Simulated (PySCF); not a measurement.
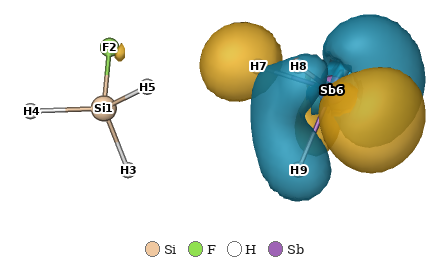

Figure 1: FH6SbSi, SMILES `[SiH3]F.[SbH3]`. Unrelaxed difference density of S₂ less the ground state (TDA singlet states), ±0.02 e/Å³; yellow: gain, teal: loss.

PySCF calculation, CAM-B3LYP/def2-SVP, gas phase; geometry: GFN2-xTB. Core potentials replace the inner electrons of Sb; spin–orbit coupling isn't included. The pair's geometry is semi-empirical, so its contact may be too short or too long. GFN2-xTB bond lengths at metals and heavier atoms can be off by up to 0.1 Å and shapes distorted, which carries into these values. Without diffuse functions Rydberg states are missing, so the states' numbers hold for this basis only.

Geometry (Å), atoms numbered from 1:

```
Si1     -2.9641   -0.4996   -0.0002
F2      -2.8195    1.1006    0.0011
H3      -2.4657   -0.9248   -1.2987
H4      -4.3904   -0.7373    0.1689
H5      -2.1671   -0.9599    1.1250
Sb6      1.4565    0.0142   -0.0042
H7       0.0553    0.8872   -0.2922
H8       0.7509   -0.6289    1.3853
H9       0.8101   -1.2729   -0.8833
```

How does the charge move on excitation?

Answer. 0.57 e is displaced in all, of which about 0.1 e passes between atoms: Sb6 (0.07 e) and H9 (0.06 e) lose electrons and H7 (0.11 e) gains them. The state: 6.79 eV (183 nm), f = 0.125 (bright); the leading pair carries 94 %; hole on Sb6 (73 %), H9 (12 %) and H8 (10 %), electron on Sb6 (66 %), H7 (15 %) and H8 (9 %); their centroids lie 0.2 Å apart; S₁ lies within 0.1 eV of it.
